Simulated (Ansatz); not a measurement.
**Map of one atom of the cell for Ca (fcc, Cu type)**

Relaxed Ca (fcc, Cu type):

```yaml
crystal:
  lattice:
    - [5.56846, 0.00000, 0.00000]
    - [0.00000, 5.56846, 0.00000]
    - [0.00000, 0.00000, 5.56846]
  atoms:
    - { symbol: Ca, position: [0.00000, 0.00000, 0.00000] }
    - { symbol: Ca, position: [0.50000, 0.50000, 0.00000] }
    - { symbol: Ca, position: [0.50000, 0.00000, 0.50000] }
    - { symbol: Ca, position: [0.00000, 0.50000, 0.50000] }
```

In this cell atom 2 (Ca, nearest neighbour Ca at 3.937 Å; its periodic images, 5.6 Å or more away, move with it) is moved by u·(0.707, 0.707, 0.000) + v·(0.000, 0.000, 1.000); the rest is frozen.

Level of theory: r2SCAN (plane waves to 500 eV, PAW, scalar-relativistic; Ansatz, a quantum-chemistry and plane-wave program). k mesh 7×7×7 (Γ-centred), Fermi-Dirac smearing 0.05 eV. Energies are smeared free energies. Points where atoms come too close for the PAW data are left out (x in tables, blank in figures). With partly filled bands, energies and forces of such displacements shift with the k mesh and the smearing. Ca was relaxed with its symmetry unable to fall. ΔE is measured from the undisplaced structure. Axes are in Å.

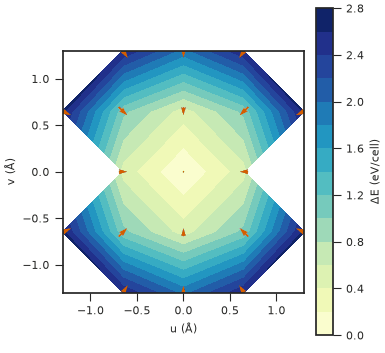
*ΔE (eV/cell) over the plane, with arrows for the in-plane force on the moved atom.*

Lowest place on the grid: u = 0.000 Å, v = 0.000 Å (0 meV/cell).

(A displaced cell: forces are minus the slopes of the energy, force constants its curvatures, and phonons follow from these.)
